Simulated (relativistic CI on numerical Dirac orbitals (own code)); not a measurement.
```
atom N  Z=7  charge=1  electrons=6
nucleus A=14  rms_radius_fm=2.5582
hamiltonian dirac-coulomb  breit=on  qed=on  c_scale=1
orbitals kli  potential=per-configuration
slater_scale 1
correlation fit
mixing on
configurations
  [He] 2s2 2p2
  [He] 2s 2p3
  [He] 2s2 2p 3s
  [He] 2s2 2p 3p
  [He] 2s2 2p 3d
  [He] 2p4
  [He] 2s2 2p 4s
  [He] 2s2 2p 4p
  [He] 2s2 2p 4d
  [He] 2s2 2p 4f
  [He] 2s2 3s2
  [He] 2s2 3s 3p
  [He] 2s 2p2 3s
  [He] 2s2 3s 3d
  [He] 2s2 3p2
  [He] 2p3 3s
  [He] 2s2 3p 3d
  [He] 2s 2p2 3p
end
```

Command (the task file carries these settings):
```bash
python run_levels.py task.json out
```

Computed by Dirac CI, KLI exchange-only orbitals, Breit term, model QED, unscaled Slater integrals, configurations shifted onto measured levels (in-house radial CI code).

The plot shows absorption lines from the lowest level (oscillator strengths f):

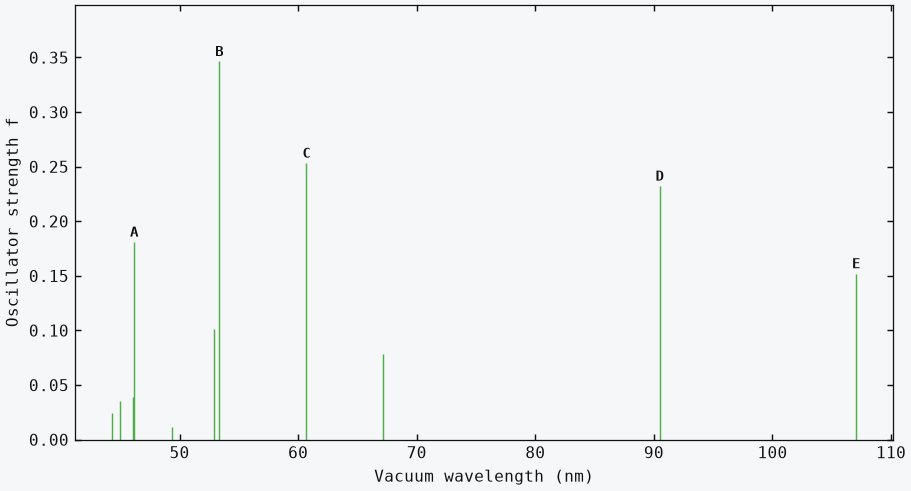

The lettered lines are A: 2s² 2p 4d ³D°₁ ← 2s² 2p² ³P₀, 46.16 nm, f = 0.18; B: 2s² 2p 3d ³D°₁ ← 2s² 2p² ³P₀, 53.34 nm, f = 0.35; C: 2s 2p³ ³S°₁ ← 2s² 2p² ³P₀, 60.71 nm, f = 0.25; D: 2s 2p³ ³P°₁ ← 2s² 2p² ³P₀, 90.48 nm, f = 0.23; E: 2s 2p³ ³D°₁ ← 2s² 2p² ³P₀, 107.0 nm, f = 0.15. The strongest, B, lies in the extreme ultraviolet region.

Caveat: shifts are fitted to measured levels, configurations with none paired borrow a shift and can be misplaced by tens of thousands of cm⁻¹; rates and lifetimes follow the computed energies and can be off by orders of magnitude; one shift a configuration: terms inside it, and wavelengths, can be off by thousands of cm⁻¹; term splittings are 10 to 25 % too wide when unscaled; the fine structure of a weakly bound d or f electron outside closed shells is too small or inverted; only a limited list of configurations is included, so lower levels can be missing; only lines among the lowest 104 of 178 levels are drawn, so those from 2s 2p² 3p, 2s 2p² 3s and 2p⁴ are incomplete.
